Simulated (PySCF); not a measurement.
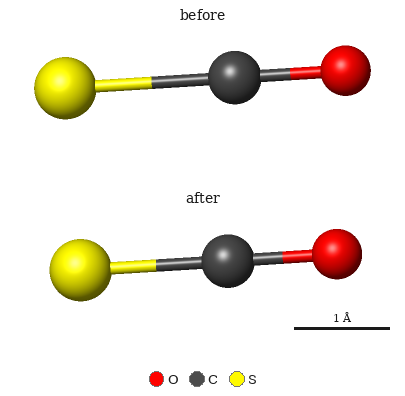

The structure of CSO before (top) and after (bottom) a relaxation, at one scale.

The picture is a ball-and-stick view, seen at a tilt.

The start comes from MMFF94s.

These are results of PySCF 2.14.0, density-fitted response routines, PBE0-D3(BJ)/def2-SVP geometry optimisation, gas phase, not measurements. 

Summarise the run.

After 4 geometry steps the energy has fallen by 0.942 eV. Largest force component: 6.1 eV/Å at the start, 0.021 eV/Å at the end. The largest move after the best rigid fit is that of the S atom, 0.16 Å. By element the largest moves are S 0.16 Å, O 0.09 Å, C 0.07 Å. Some distances before and after: C–S 1.798 → 1.564 Å, C–O 1.176 → 1.156 Å.
